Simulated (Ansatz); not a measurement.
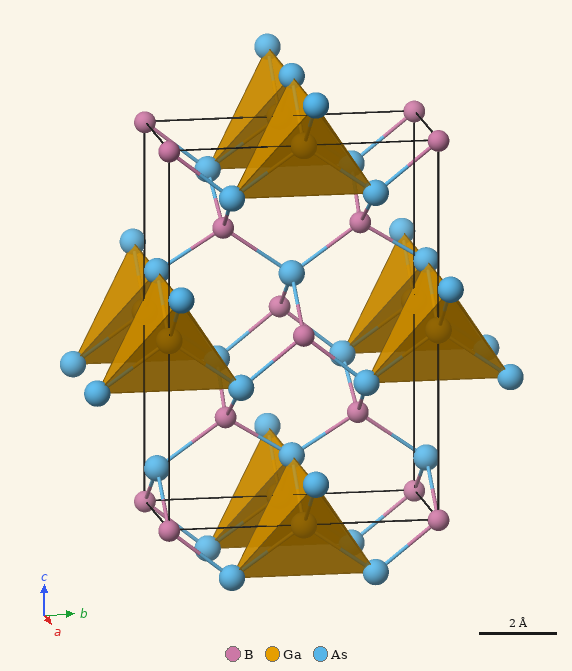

The image is a polyhedral drawing of a crystal, viewed slightly off an axis. Lines trace the edges of the conventional unit cell. A few atoms beyond the faces are included.

GaB₃As₄, space group Amm2 (No. 38), a = 3.531 Å, b = 7.119 Å, c = 10.112 Å, α = 90.00°, β = 90.00°, γ = 90.00°. Starting structure: a structure type filled with these elements by a generator (whether the compound takes this form wasn't checked). Earlier steps of the study may have refined or changed the cell and positions. It was run through Ansatz as a DFT input.

This one geometry was computed with Ansatz (DFT, plane waves, PAW) at five levels of theory: HSE06, PBE, r2SCAN, PBE0 and PBE with spin-orbit coupling. It was relaxed beforehand with r2SCAN.

### Which level gives the highest pressure at this volume, and what does that say about its equilibrium volume?

Highest: PBE (2.3 GPa) and PBE with spin-orbit coupling (2.3 GPa), which points to the largest equilibrium volume. Lowest, with the smallest volume: HSE06 (-0.4 GPa) and PBE0 (-0.5 GPa). Levels within 0.5 GPa of each other can't be told apart.

### How does the band gap change with the level of theory?

PBE with spin-orbit coupling: a gap of 0.33 eV, indirect; PBE: a gap of 0.36 eV, indirect; r2SCAN: a gap of 0.61 eV, indirect; HSE06: a gap of 1.05 eV, indirect; PBE0: a gap of 1.72 eV, indirect.

### Collect the results in a table.

| level | cutoff (eV) | k-mesh of the run's cell | gap (eV) | pressure (GPa) |
| --- | --- | --- | --- | --- |
| HSE06 | 420 | 4×4×4 | 1.05 | -0.4 |
| PBE | 420 | 8×4×4 | 0.36 | 2.3 |
| r2SCAN | 500 | 8×4×4 | 0.61 | 0.0 |
| PBE0 | 420 | 4×4×4 | 1.72 | -0.5 |
| PBE with spin-orbit coupling | 420 | 8×4×4 | 0.33 | 2.3 |

Gaps are taken on the k-mesh or band path of each run.
